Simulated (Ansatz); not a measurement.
# BH2Br− (SMILES [BH2-]Br): U-wB97M-V/STO-3G

What is the energy change on altering one bond length of BH2Br− at U-wB97M-V/STO-3G? 

The calculation is run with Ansatz 0.2.0.

7 further runs of the same task are left out: 6 that didn't finish, 1 set aside as unsound or not needed.

### 1 The molecule

BH2Br−: 4 atoms, total charge -1, spin state doublet. As SMILES, `[BH2-]Br`. The shape is that of a GFN2-xTB optimisation.

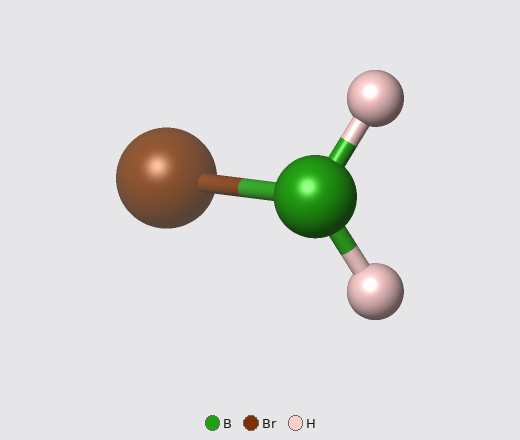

The structure, seen from a chosen angle (boron green, bromine brown, hydrogen pink).

### 2 The energy at U-wB97M-V/STO-3G

molecule.yaml

```yaml
crystal:
  periodic: [false, false, false]
  atoms:
    - {symbol: B, position_ang: [-0.380570, 0.148840, 0.001750]}
    - {symbol: Br, position_ang: [1.540060, 0.580870, 0.661540]}
    - {symbol: H, position_ang: [-0.770230, -0.861690, 0.547550]}
    - {symbol: H, position_ang: [-0.389260, 0.131980, -1.210840]}
basis:
  gaussian:
    orbitals: STO-3G
total_charge: -1
magnetization:
  spin_polarized: true
  initial_magnetization: 1
hamiltonian:
  xc: {name: wB97M-V}
accuracy: high
```

Started as:

```bash
$ ansatz run molecule.yaml --threads 1 --pin off --max-ram 2610MiB --events-out events.jsonl --progress --plain --runs-dir runs
```

Output:

```text
Warning: RAYON_NUM_THREADS=1 ignored (pool sized by the plan → 1); use --threads N
Functional definition: wB97M-V
  name "wB97M-V"
  parameter omega = 0.3/bohr
  parameter cx = 0.15
  parameter cx01 = 1.007
  parameter cx10 = 0.259
  parameter css00 = 0.443
  parameter css04 = -1.437
  parameter css10 = -4.535
  parameter css20 = -3.390
  parameter css43 = 4.278
  parameter cos00 = 1.000
  parameter cos10 = 1.358
  parameter cos20 = 2.924
  parameter cos21 = -8.812
  parameter cos60 = -1.390
  parameter cos61 = 9.142
  parameter b = 6.0
  parameter c = 0.01
  gx(w, u) = 1 - cx + cx01*u + cx10*w
  gss(w, u) = css00 + css04*u^4 + css10*w + css20*w^2 + css43*w^4*u^3
  gos(w, u) = cos00 + cos10*w + (cos20 + cos21*u)*w^2 + (cos60 + cos61*u)*w^6
  exchange = spin_sum(e_x_unif_sr(omega)*gx(b97_w, b97_u_x)) + cx*exact_x_sr(omega) + exact_x_lr(omega)
  correlation = spin_sum(e_c_pw_mod_same_spin*gss(b97_w, b97_u_same))
      + integral(e_c_pw_mod_opposite_spin*gos(b97_w_opposite, b97_u_opposite)) + vv10(b, c)
339 factors; integrals over basis functions are off by at most 9.1e-9 eV
124 factors; integrals over basis functions are off by at most 9.5e-10 eV
mean field evaluation 1: about -69978.6211 eV, gradient 6.5e0 eV
mean field evaluation 2: about -69979.1425 eV, gradient 2.2e0 eV
mean field evaluation 4: about -69979.2115 eV, gradient 1.4e-1 eV
mean field evaluation 8: about -69979.1806 eV, gradient 5.0e-3 eV
mean field evaluation 16: about -69979.1806 eV, gradient 9.6e-8 eV
mean field -69979.18064842 eV, -2571.6874552370 hartree, gradient 9.9e-8 eV, S^2 0.752150; 0 other end points of the search recorded, 0 dependent functions left out
reference -69979.18065046 eV, -2571.6874553121 hartree; 22, 21 occupied and 3, 4 virtual orbitals, 339 factors
Total energy: -69979.18065046 eV, -2571.6874553121 hartree
```

Run time: 20 s. Hardware: 1 thread of Arm Neoverse V1, shared host; peak memory 0.46 GiB.

### 3 The distorted shape

run.yaml

```yaml
crystal:
  periodic: [false, false, false]
  atoms:
    - {symbol: B, position_ang: [-0.283158, 0.401464, -0.134695]}
    - {symbol: Br, position_ang: [1.637472, 0.833494, 0.525095]}
    - {symbol: H, position_ang: [-0.770230, -0.861690, 0.547550]}
    - {symbol: H, position_ang: [-0.291848, 0.384604, -1.347285]}
basis:
  gaussian:
    orbitals: STO-3G
accuracy: high
total_charge: -1
hamiltonian:
  xc: {name: wB97M-V}
magnetization:
  spin_polarized: true
  initial_magnetization: 1
```

Started as:

```bash
$ ansatz run run.yaml --threads 1 --pin off --max-ram 2610MiB --events-out events.jsonl --progress --plain --runs-dir runs
```

Output (excerpt; [...] marks lines left out):

```text
Warning: RAYON_NUM_THREADS=1 ignored (pool sized by the plan → 1); use --threads N
[... 2 set-up lines as earlier in the session ...]
[...]
  gx(w, u) = 1 - cx + cx01*u + cx10*w
  gss(w, u) = css00 + css04*u^4 + css10*w + css20*w^2 + css43*w^4*u^3
  gos(w, u) = cos00 + cos10*w + (cos20 + cos21*u)*w^2 + (cos60 + cos61*u)*w^6
[...]
      + integral(e_c_pw_mod_opposite_spin*gos(b97_w_opposite, b97_u_opposite)) + vv10(b, c)
339 factors; integrals over basis functions are off by at most 9.2e-9 eV
124 factors; integrals over basis functions are off by at most 9.6e-10 eV
[...]
mean field -69978.19174084 eV, -2571.6511135539 hartree, gradient 3.5e-8 eV, S^2 0.752571; 0 other end points of the search recorded, 0 dependent functions left out
reference -69978.19174295 eV, -2571.6511136313 hartree; 22, 21 occupied and 3, 4 virtual orbitals, 339 factors
Total energy: -69978.19174295 eV, -2571.6511136313 hartree
```

It took 21 s on 1 thread of Arm Neoverse V1, shared host; peak memory 0.46 GiB.

### 4 Results

At U-wB97M-V/STO-3G:

```
                                                         quantity           value
                                        first shape: total energy  -2571.68746 Eh
                                                first shape: ⟨S²⟩           0.752
                                    distorted shape: total energy  -2571.65111 Eh
                                            distorted shape: ⟨S²⟩           0.753
energy change with the B1–H3 bond stretched from 1.213 to 1.516 Å        0.989 eV
```

What this shows: With the B1–H3 bond stretched from 1.213 to 1.516 Å the energy rises by 0.99 eV (22.8 kcal/mol). The first shape isn't relaxed at this level, so the change isn't measured from a minimum. The minimal basis adds a large error of its own.
